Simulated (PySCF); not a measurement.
**C₇H₇, charge +1, SMILES `[CH2+]c1ccccc1`: what the electrons do**

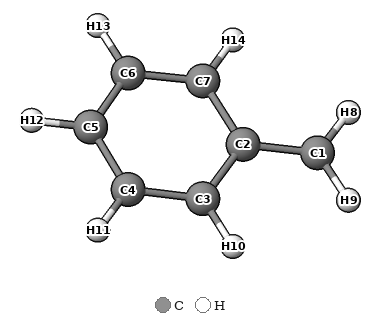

The molecule, with its atoms numbered as below. No frequency check shows the geometry to be a minimum.

Geometry (Å), atoms numbered from 1:

```
C1      -2.3518    0.0001    0.0000
C2      -0.9881   -0.0000    0.0000
C3      -0.2509    1.2359    0.0000
C4       1.1182    1.2216    0.0000
C5       1.8048    0.0000    0.0000
C6       1.1181   -1.2216    0.0000
C7      -0.2510   -1.2358    0.0000
H8      -2.9176   -0.9208    0.0000
H9      -2.9176    0.9210    0.0000
H10     -0.7986    2.1669    0.0000
H11      1.6754    2.1464    0.0000
H12      2.8862   -0.0000    0.0000
H13      1.6752   -2.1465    0.0000
H14     -0.7988   -2.1668    0.0000
```

Part 1: Bonding charge

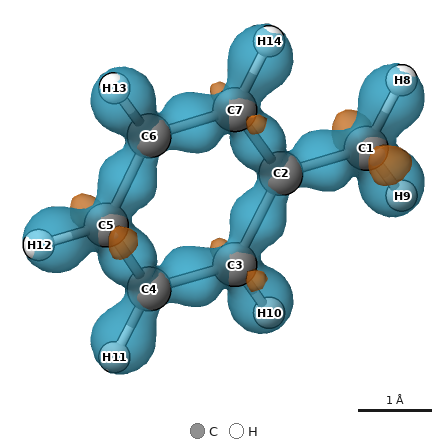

Deformation density (molecule less spherical, spin-averaged free atoms at the same positions), surfaces at ±0.2 e/Å³; light blue: gain, orange: loss.

Level of theory: PBE0/cc-pVDZ (PySCF), at a geometry from GFN2-xTB.

**How much density has each bond gained at its critical point, relative to the free atoms?**

C1–H8 and C1–H9: +0.79 e/Å³ at the bond critical point (bond length 1.08 Å, Mayer order 0.9). C5–H12: +0.78 e/Å³ at the bond critical point (bond length 1.08 Å, Mayer order 0.9). C3–H10 and C7–H14: +0.76 e/Å³ at the bond critical point (bond length 1.08 Å, Mayer order 0.9). C6–H13 and C4–H11: +0.76 e/Å³ at the bond critical point (bond length 1.08 Å, Mayer order 0.9). C1–C2: +0.65 e/Å³ at the bond critical point (bond length 1.36 Å, Mayer order 1.7). C3–C4 and C6–C7: +0.63 e/Å³ at the bond critical point (bond length 1.37 Å, Mayer order 1.6). C4–C5 and C5–C6: +0.59 e/Å³ at the bond critical point (bond length 1.40 Å, Mayer order 1.4). C2–C7 and C2–C3: +0.55 e/Å³ at the bond critical point (bond length 1.44 Å, Mayer order 1.2). In all, 3.1 electrons gather in the regions of gain relative to the promolecule of neutral atoms (the regions of loss give up this much and the cation's charge besides).

Part 2: Bond critical points

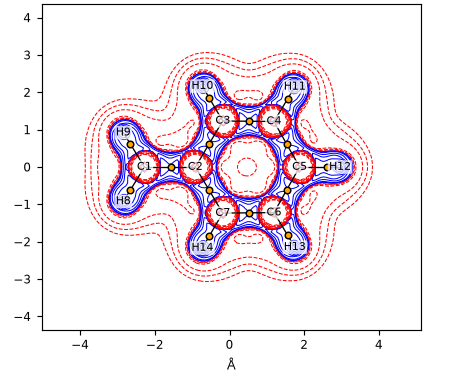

Negative Laplacian of the density (−∇²ρ) in the molecular plane (solid blue lines positive, dashed red lines negative, contours at ±0.02 to ±8 a.u.), with bond paths and bond critical points (dots).

**At which bond critical points in this plane is charge locally concentrated, and at which depleted?**

Concentrated (∇²ρ < 0): C1–C2 (−0.85 a.u.); C3–C4 and C6–C7 (−0.82 a.u.); C4–C5 and C5–C6 (−0.76 a.u.); C5–H12 (−1.19 a.u.); C1–H8 and C1–H9 (−1.20 a.u.); C3–H10 and C7–H14 (−1.16 a.u.); C6–H13 and C4–H11 (−1.15 a.u.); C2–C7 and C2–C3 (−0.69 a.u.). At none is it depleted.

**Where along C1–H8 does the critical point lie?**

0.73 Å from C1 and 0.35 Å from H8.

Part 3: Local ionisation energy

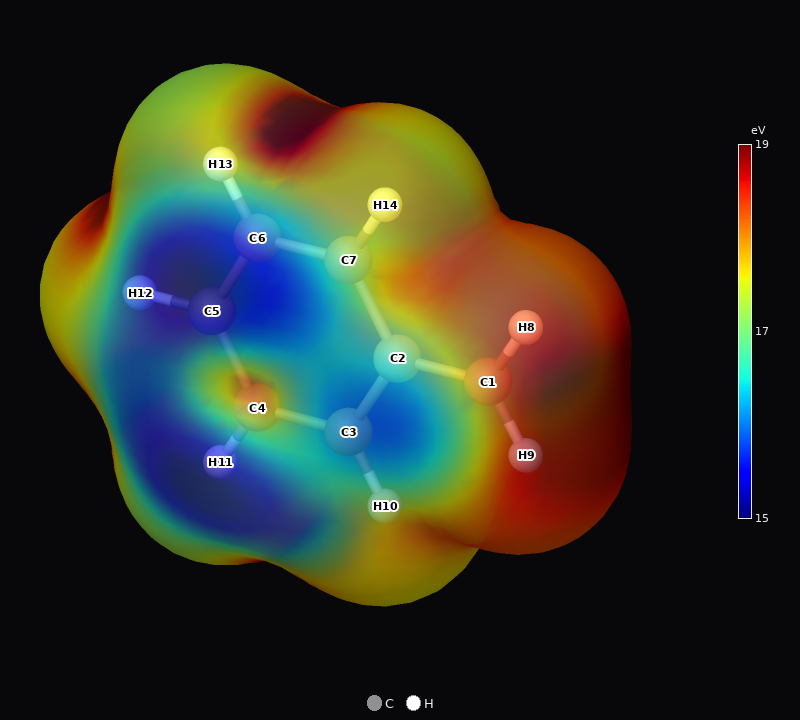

Average local ionisation energy on the surface of electron density 0.001 a.u.

**Where are the most loosely bound electrons on this surface?**

The lowest value is 15.1 eV, off the molecular plane, over C4 (2.1 Å), and at like points elsewhere. Further minima include 16.0 eV, off the C1–C2 bond (2.1 Å from its atoms), and at like points elsewhere. For comparison, the highest occupied orbital lies at −12.9 eV.

**What volume does the surface enclose?**

About 125 Å³.

Part 4: Excited states

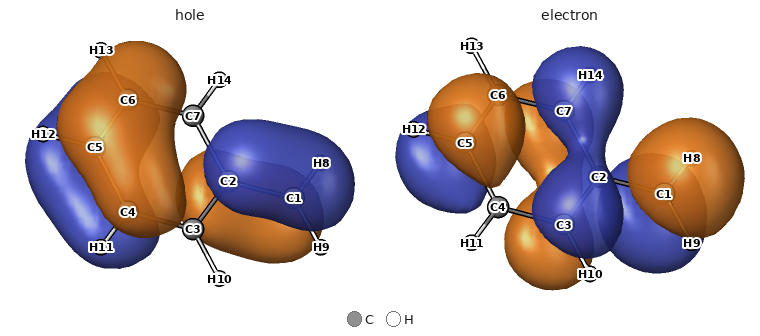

Leading natural transition orbital pair of S₃ (full linear response singlet states); the surfaces enclose about 85 % of each orbital's density.

Computed with PySCF, B3LYP/def2-SVP, geometry: GFN2-xTB. Without diffuse functions Rydberg states are missing, so the states' numbers hold for this basis only.

**Give its energy, strength and character.**

4.75 eV (261 nm), f = 0.327 (bright), π → π*; the leading pair carries 93 %; hole on C5 (25 %), C1 (16 %) and C2, C4 and C6 (14 % each), electron on C1 (31 %), C5 (15 %) and C3 and C7 (13 % each); their centroids lie 0.9 Å apart. The HOMO–LUMO gap is 3.64 eV.

Part 5: Removing or adding an electron

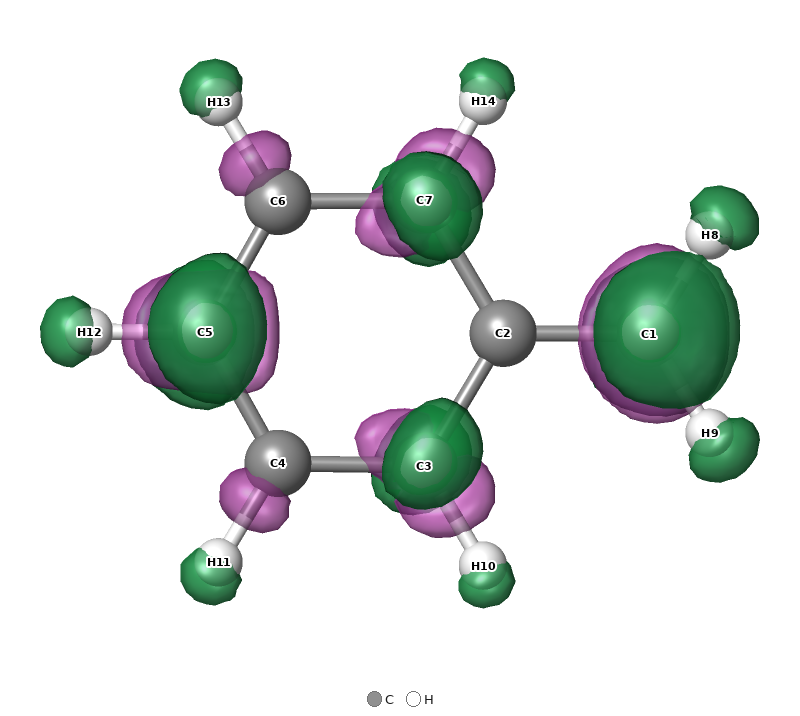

Fukui function f⁺ = ρ(N+1) − ρ(N) at fixed geometry, surfaces at ±0.03 e/Å³ (green positive, purple negative).

Computed with PySCF, TPSSh/def2-SVP, geometry: GFN2-xTB.

**On which atoms does the density change most on addition of an electron?**

f⁺ (Hirshfeld-condensed) is largest on C1 (0.20) and C5 (0.13); the vertical electron affinity is 7.04 eV (the stability of the neutral species's solution wasn't checked; rough: the basis has no diffuse functions). Condensed values hint at sites of nucleophilic attack but needn't mark the atom that reacts. Orbital relaxation makes it negative in places (0.20 e in all).

```
atom     f⁺  charge
  C1  +0.20   +0.12
  C2  +0.04   +0.04
  C3  +0.09   +0.05
  C4  +0.06   +0.01
  C5  +0.13   +0.09
  C6  +0.06   +0.01
  C7  +0.09   +0.05
  H8  +0.07   +0.10
  H9  +0.07   +0.10
 H10  +0.04   +0.08
 H11  +0.04   +0.08
 H12  +0.06   +0.09
 H13  +0.04   +0.08
 H14  +0.04   +0.08
```
